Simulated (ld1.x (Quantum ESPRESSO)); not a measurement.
**Run report: Nd, pseudopotential generation (part 2 of 2)**

Continued. System: neodymium (Nd, Z = 60), core [Kr] 4d10, reference valence 4f4 5s2 5p6 5d1 6s1 6p0, valence charge 14. Method: TM potential, PBE, fully relativistic, made with ld1.x (Quantum ESPRESSO) 7.5.

**Output of the test run (extracts), continued**
```
     ---------------------- Testing the pseudopotential ----------------------

     Nd
     dirac relativistic calculation

     atomic number is 60.00   valence charge is 14.00
     dft =PBE   lsd =0 sic =0 latt =0  beta=0.20 tr2=1.0E-14
     mesh =1257 r(mesh) = 100.04854 xmin = -7.00 dx = 0.01250

     n l  j  nl             e AE (Ry)       e PS (Ry)    De AE-PS (Ry)
     4 3 2.5 4F   1( 1.71)       -1.08738       -1.06710       -0.02028  !
     4 3 3.5 4F   1( 2.29)       -1.05734       -1.06710        0.00976  !
     1 0 0.5 5S   1( 2.00)       -3.92206       -3.92452        0.00247
     2 1 0.5 5P   1( 2.00)       -2.72680       -2.72945        0.00265
     2 1 1.5 5P   1( 4.00)       -2.50234       -2.50516        0.00283
     3 2 1.5 5D   1( 0.00)       -1.00776       -1.00996        0.00220
     3 2 2.5 5D   1( 0.00)       -0.98923       -0.99144        0.00221
     2 0 0.5 6S   1( 0.00)       -0.98410       -0.98815        0.00405
     3 1 0.5 6P   1( 0.00)       -0.73021       -0.94927        0.21906  !
     3 1 1.5 6P   1( 0.00)       -0.69767       -0.70873        0.01106  !

     eps = 7.0E-15  iter = 24

     Etot =  -19258.539991 Ry,   -9629.269996 Ha, -262025.785115 eV
     Etotps =  -111.609434 Ry,     -55.804717 Ha,   -1518.523706 eV
     dEtot_ae =       1.093610 Ry
     dEtot_ps =       1.096824 Ry,   Delta E=      -0.003214 Ry

     Ekin =     120.874941 Ry,      60.437470 Ha,    1644.587353 eV
     Encl =    -324.514860 Ry,    -162.257430 Ha,   -4415.249606 eV
     Ehrt =      87.944752 Ry,      43.972376 Ha,    1196.549302 eV
     Ecxc =     -13.089113 Ry,      -6.544557 Ha,    -178.086457 eV
     Epseu=      17.174847 Ry,       8.587424 Ha,     233.675702 eV

     ---------------------- End of pseudopotential test ----------------------

     ---------------------- Testing the pseudopotential ----------------------

     Nd
     dirac relativistic calculation

     atomic number is 60.00   valence charge is 14.00
     dft =PBE   lsd =0 sic =0 latt =0  beta=0.20 tr2=1.0E-14
     mesh =1257 r(mesh) = 100.04854 xmin = -7.00 dx = 0.01250

     n l  j  nl             e AE (Ry)       e PS (Ry)    De AE-PS (Ry)
     4 3 2.5 4F   1( 1.71)       -0.35143       -0.33000       -0.02143  !
     4 3 3.5 4F   1( 2.29)       -0.32176       -0.33000        0.00825  !
     1 0 0.5 5S   1( 2.00)       -3.17830       -3.17834        0.00004
     2 1 0.5 5P   1( 2.00)       -1.98669       -1.98693        0.00024
     2 1 1.5 5P   1( 4.00)       -1.76461       -1.76502        0.00041
     3 2 1.5 5D   1( 0.00)       -0.33861       -0.33879        0.00018
     3 2 2.5 5D   1( 0.00)       -0.32473       -0.32492        0.00019
     2 0 0.5 6S   1( 1.50)       -0.42447       -0.42603        0.00156
     3 1 0.5 6P   1( 0.00)       -0.24383       -0.24639        0.00256
     3 1 1.5 6P   1( 0.00)       -0.22702       -0.23015        0.00313

     eps = 1.4E-15  iter = 28

     Etot =  -19259.589043 Ry,   -9629.794522 Ha, -262040.058201 eV
     Etotps =  -112.662399 Ry,     -56.331199 Ha,   -1532.850027 eV
     dEtot_ae =       0.044558 Ry
     dEtot_ps =       0.043859 Ry,   Delta E=       0.000698 Ry

     Ekin =     120.176933 Ry,      60.088467 Ha,    1635.090475 eV
     Encl =    -334.251149 Ry,    -167.125574 Ha,   -4547.718556 eV
     Ehrt =      97.366679 Ry,      48.683339 Ha,    1324.741154 eV
     Ecxc =     -13.507526 Ry,      -6.753763 Ha,    -183.779248 eV
     Epseu=      17.552663 Ry,       8.776332 Ha,     238.816148 eV

     ---------------------- End of pseudopotential test ----------------------

     ---------------------- Testing the pseudopotential ----------------------

     Nd
     dirac relativistic calculation

     atomic number is 60.00   valence charge is 14.00
     dft =PBE   lsd =0 sic =0 latt =0  beta=0.20 tr2=1.0E-14
     mesh =1257 r(mesh) = 100.04854 xmin = -7.00 dx = 0.01250

     n l  j  nl             e AE (Ry)       e PS (Ry)    De AE-PS (Ry)
     4 3 2.5 4F   1( 1.71)       -0.97115       -0.93739       -0.03375  !
     4 3 3.5 4F   1( 2.29)       -0.93985       -0.93739       -0.00246
     1 0 0.5 5S   1( 1.00)       -3.76687       -3.76367       -0.00320
     2 1 0.5 5P   1( 2.00)       -2.54467       -2.54295       -0.00171
     2 1 1.5 5P   1( 4.00)       -2.30778       -2.30686       -0.00092
     3 2 1.5 5D   1( 0.00)       -0.74767       -0.77872        0.03105  !
     3 2 2.5 5D   1( 0.00)       -0.72713       -0.72713        0.00000
     2 0 0.5 6S   1( 2.00)       -0.71121       -0.71337        0.00216
     3 1 0.5 6P   1( 0.00)       -0.47536       -0.61797        0.14261  !
     3 1 1.5 6P   1( 0.00)       -0.44795       -0.45807        0.01012  !

     eps = 6.4E-15  iter = 27

     Etot =  -19256.402596 Ry,   -9628.201298 Ha, -261996.704376 eV
     Etotps =  -109.478171 Ry,     -54.739085 Ha,   -1489.526396 eV
     dEtot_ae =       3.231005 Ry
     dEtot_ps =       3.228087 Ry,   Delta E=       0.002918 Ry

     Ekin =     124.990638 Ry,      62.495319 Ha,    1700.584262 eV
     Encl =    -327.699458 Ry,    -163.849729 Ha,   -4458.578260 eV
     Ehrt =      90.070355 Ry,      45.035177 Ha,    1225.469609 eV
     Ecxc =     -12.817094 Ry,      -6.408547 Ha,    -174.385452 eV
     Epseu=      15.977388 Ry,       7.988694 Ha,     217.383445 eV

     ---------------------- End of pseudopotential test ----------------------

     ---------------------- Testing the pseudopotential ----------------------

     Nd
     dirac relativistic calculation

     atomic number is 60.00   valence charge is 14.00
     dft =PBE   lsd =0 sic =0 latt =0  beta=0.20 tr2=1.0E-14
     mesh =1257 r(mesh) = 100.04854 xmin = -7.00 dx = 0.01250

     n l  j  nl             e AE (Ry)       e PS (Ry)    De AE-PS (Ry)
     4 3 2.5 4F   1( 1.29)       -2.28001       -0.00000       -2.28001  !
     4 3 3.5 4F   1( 1.71)       -2.24599       -0.00000       -2.24599  !
     1 0 0.5 5S   1( 2.00)       -4.95142       -6.51279        1.56137  !
     2 1 0.5 5P   1( 2.00)       -3.70331       -0.43801       -3.26530  !
     2 1 1.5 5P   1( 4.00)       -3.45463       -1.27135       -2.18328  !
     3 2 1.5 5D   1( 0.00)       -1.78740       -1.78740        0.00000
     3 2 2.5 5D   1( 0.00)       -1.76105       -1.76105        0.00000
     2 0 0.5 6S   1( 0.00)       -1.56724       -1.56724        0.00000
     3 1 0.5 6P   1( 0.00)       -1.24501       -1.24501        0.00000
     3 1 1.5 6P   1( 0.00)       -1.19641       -1.19641        0.00000

     eps = 8.6E-15  iter = 40

     Etot =  -19256.894337 Ry,   -9628.447169 Ha, -262003.394856 eV
     Etotps =   -22.785004 Ry,     -11.392502 Ha,    -310.005766 eV
     dEtot_ae =       2.739264 Ry
     dEtot_ps =      89.921255 Ry,   Delta E=     -87.181991 Ry

     Ekin =      43.280848 Ry,      21.640424 Ha,     588.865932 eV
     Encl =     -68.283779 Ry,     -34.141890 Ha,    -929.048148 eV
     Ehrt =       4.411689 Ry,       2.205844 Ha,      60.024081 eV
     Ecxc =      -2.193760 Ry,      -1.096880 Ha,     -29.847631 eV

     ---------------------- End of pseudopotential test ----------------------

     ---------------------- Testing the pseudopotential ----------------------

     Nd
     dirac relativistic calculation

     atomic number is 60.00   valence charge is 14.00
     dft =PBE   lsd =0 sic =0 latt =0  beta=0.20 tr2=1.0E-14
     mesh =1257 r(mesh) = 100.04854 xmin = -7.00 dx = 0.01250

     n l  j  nl             e AE (Ry)       e PS (Ry)    De AE-PS (Ry)
     4 3 2.5 4F   1( 1.29)       -0.52575       -0.00000       -0.52575  !
     4 3 3.5 4F   1( 1.71)       -0.49236       -0.00000       -0.49236  !
     1 0 0.5 5S   1( 2.00)       -3.20745       -4.16104        0.95359  !
     2 1 0.5 5P   1( 2.00)       -1.97916       -0.01853       -1.96062  !
     2 1 1.5 5P   1( 4.00)       -1.74123       -0.04701       -1.69421  !
     3 2 1.5 5D   1( 0.40)       -0.22486       -0.00182       -0.22304  !
     3 2 2.5 5D   1( 0.60)       -0.20822       -0.00169       -0.20653  !
     2 0 0.5 6S   1( 2.00)       -0.28435       -0.00148       -0.28288  !
     3 1 0.5 6P   1( 0.00)       -0.10899       -0.10899        0.00000
     3 1 1.5 6P   1( 0.00)       -0.09440       -0.09440        0.00000

     eps = 8.8E-15  iter = 56

     Etot =  -19259.627331 Ry,   -9629.813666 Ha, -262040.579131 eV
     Etotps =   -12.349903 Ry,      -6.174951 Ha,    -168.028989 eV
     dEtot_ae =       0.006270 Ry
     dEtot_ps =     100.356355 Ry,   Delta E=    -100.350085 Ry

     Ekin =      53.715948 Ry,      26.857974 Ha,     730.842711 eV
     Encl =     -68.283780 Ry,     -34.141890 Ha,    -929.048150 eV
     Ehrt =       4.411689 Ry,       2.205844 Ha,      60.024081 eV
     Ecxc =      -2.193760 Ry,      -1.096880 Ha,     -29.847631 eV

     ---------------------- End of pseudopotential test ----------------------
```

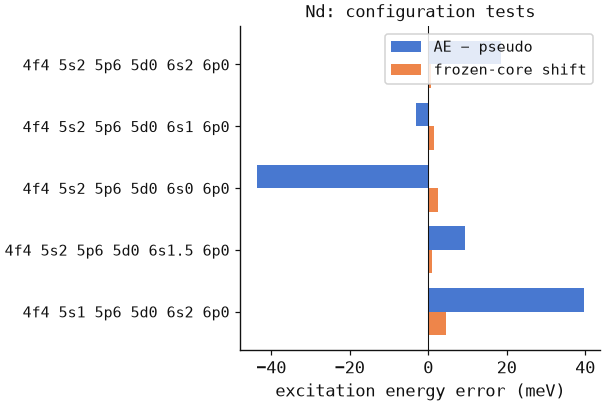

**Figure 1.** Errors, all-electron minus pseudo, of the energies of valence configurations relative to the unpolarised reference 4f4 5s2 5p6 5d1 6s1 6p0. The frozen-core shift is the all-electron excitation energy with the core held at its reference shape less the relaxed one. Not all tests gave a result: 2 of 7 tests not solved.

- Worst configuration: 4f4 5s2 5p6 5d0 6s0 6p0 (charge +2): the error is -44 meV on an all-electron energy of +14.88 eV relative to the reference, or 0.29 %. Note that the pseudo-atom misses its own reference levels by up to 0.24 eV.
- Configurations within 10 meV and within 50 meV: 2 and 5 of 5.
- Frozen-core shift where the error is largest: +2.4 meV, beside an error of -44 meV. Freezing the core raises the excitation energy, so by itself it would give an error of -2.4 meV; the rest, -41 meV, comes from the pseudisation. In the spherical-Bessel test 5p3/2 stands at −1.339 Ry at the top cutoff of 400 Ry against −1.477 Ry all-electron; 5p1/2 stands at −1.574 Ry at the top cutoff of 400 Ry against −1.697 Ry all-electron; 5s stands at −2.798 Ry at the top cutoff of 400 Ry against −2.884 Ry all-electron (5 more miss too). The test also has an s level at −106.4 Ry, a p1/2 level at −64.1 Ry and a p3/2 level at −65.5 Ry, far below the valence levels of the same l, which points to ghost states. No cutoff can be given, and the search for ghost states has no verdict.

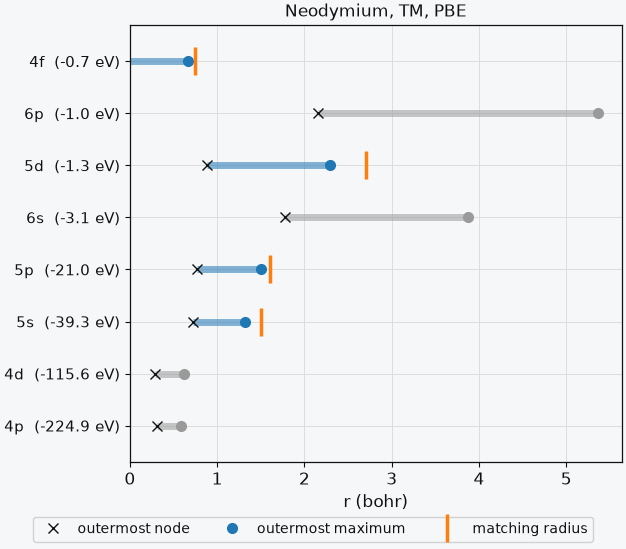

**Figure 2.** Outer shells of the all-electron reference atom: each bar runs from the outermost node (or the nucleus) to the outermost maximum of u(r); the tick is the radius chosen for the pseudo-wave. Shells without a tick have no pseudo-wave of their own. Levels, nodes and maxima are from ld1.x, scalar-relativistic.

- Radii against the shells: 5s: 1.50 bohr, outside the maximum; 5p: 1.60 bohr, outside the maximum; 5d: 2.70 bohr, outside the maximum; 4f: 0.75 bohr, outside the maximum.

**Results in brief**

- outcome: generated; the Bessel test doesn't meet the 5p3/2 level; no spin-orbit splitting in 4f; the pseudo-atom misses its reference levels by up to 0.24 eV (4f)
- reference test: the pseudo-atom misses its own reference levels by up to 0.24 eV
- configuration tests: 2 of 7 tests not solved
- largest excitation error among the tests solved: -44 meV (all-electron minus pseudo) for 4f4 5s2 5p6 5d0 6s0 6p0
- range over which the phases arctan(r u′/u) at the test radius agree within 0.05 rad (a looser test near the poles than one of phase shifts): s: over the whole range computed; p1/2: up to about 0.5 Ry; p3/2: up to about 0.5 Ry; d3/2: up to about 2.3 Ry; d5/2: up to about 2.3 Ry; f5/2: not judged, since its reference level lies on a steep step; f7/2: not judged, since its reference level lies on a steep step
- hardware: 1 CPU thread, shared host
- wall time: 9.1 s

**Notes**

The scattering phases part by more than π/2 and stay apart in p1/2 from about 3.8 Ry and p3/2 from about 2.7 Ry: a level there is either far displaced or one that only the pseudo-atom has. The potential has no spin-orbit splitting in 4f, whose channel is the local potential: both pseudo levels lie at −0.0498 Ry, against −0.0676 and −0.0382 Ry all-electron. In the spherical-Bessel test 5p3/2 stands at −1.339 Ry at the top cutoff of 400 Ry against −1.477 Ry all-electron; 5p1/2 stands at −1.574 Ry at the top cutoff of 400 Ry against −1.697 Ry all-electron; 5s stands at −2.798 Ry at the top cutoff of 400 Ry against −2.884 Ry all-electron (5 more miss too). The test also has an s level at −106.4 Ry, a p1/2 level at −64.1 Ry and a p3/2 level at −65.5 Ry, far below the valence levels of the same l, which points to ghost states. No cutoff can be given, and the search for ghost states has no verdict.
